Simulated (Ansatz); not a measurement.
**Profile along the Cd–Se line in CdSe (wurtzite)**

CdSe (wurtzite)

```
CELL_PARAMETERS angstrom
      4.33999     0.00000     0.00000
     -2.17000     3.75854     0.00000
      0.00000     0.00000     7.07803
ATOMIC_POSITIONS crystal
  Cd 0.66667 0.33333 0.00056
  Cd 0.33333 0.66667 0.50056
  Se 0.66667 0.33333 0.62464
  Se 0.33333 0.66667 0.12464
```

Fields along a shortest Cd–Se line of a (1 -1 0 0) plane (2.66 Å), from Cd to Se, interpolated on the slice's grid (step about 0.3 Å). Level of theory: r2SCAN (plane waves to 500 eV, PAW, scalar-relativistic; Ansatz, a quantum-chemistry and plane-wave program). k mesh 9×9×5. Near the nuclei the fields are pseudised (PAW); where an atom keeps semicore shells as valence, they peak there. CdSe was relaxed with its symmetry unable to fall.

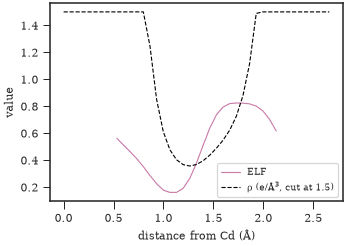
Figure. ELF (away from the nuclei) and valence density from Cd to Se.

Density on the Cd–Se line (2.66 Å) at its density minimum, 1.3 Å from Cd: 0.36 e/Å³. ELF at that point: 0.27. ELF maximum in the middle third of the Cd–Se line: 0.82, 1.7 Å from Cd.
